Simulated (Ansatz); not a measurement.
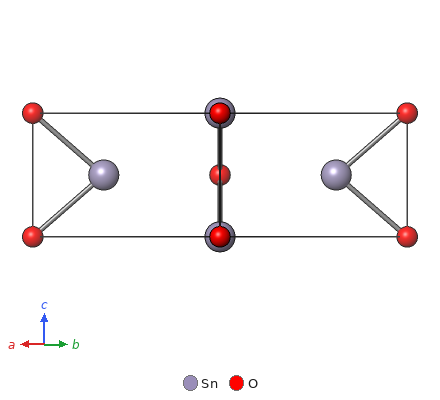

The structure, seen along [110]; the drawing may span several cells.

Structure (in its standard cell), the end point of a relaxation with DFT r2SCAN, scalar-relativistic, plane waves, PAW in Ansatz; the starting structure was generated, so it need not be a known form of this composition:

```yaml
crystal:
  lattice:
    - [6.52736, 0.00000, 0.00000]
    - [0.00000, 6.52736, 0.00000]
    - [0.00000, 0.00000, 3.04863]
  atoms:
    - { symbol: Sn, position: [0.31043, 0.31043, 0.00000] }
    - { symbol: Sn, position: [0.18957, 0.81043, 0.50000] }
    - { symbol: Sn, position: [0.68957, 0.68957, 0.00000] }
    - { symbol: Sn, position: [0.81043, 0.18957, 0.50000] }
    - { symbol: O, position: [0.00000, 0.00000, 0.00000] }
    - { symbol: O, position: [0.50000, 0.50000, 0.50000] }
```

Predict the [110] zone-axis pattern (200 kV, kinematic, B = 0.5 Å²).

The spots form a rectangular net whose two shortest vectors correspond to d = 4.62 Å and 3.05 Å, 90.0° apart. They are 1 -1 0 and 0 0 1 (itself extinct). The pattern has symmetry 2mm. A screw axis and a glide plane both extinguish reflections such as 0 0 1, 0 0 3.

Strongest reflections with d > 0.94 Å, one of each family (|F|² from tabulated Gaussian fits of the electron scattering factors, times a small damping for the curvature of the Ewald sphere):

| hkl | d (Å) | I (strongest = 100) |
| --- | --- | --- |
| 1 -1 1 | 2.544 | 100 |
| 0 0 2 | 1.524 | 63 |
| 2 -2 0 | 2.308 | 48 |
| 3 -3 0 | 1.539 | 46 |
| 4 -4 1 | 1.079 | 20 |
| 3 -3 2 | 1.083 | 19 |

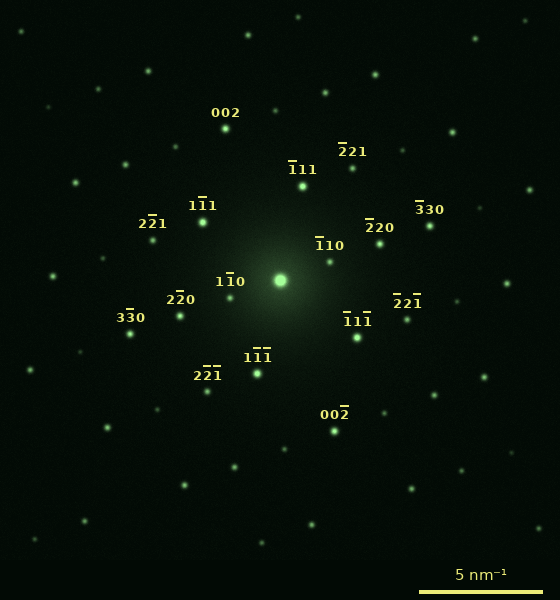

Calculated pattern, seen from the source side with [110] pointing towards the source.
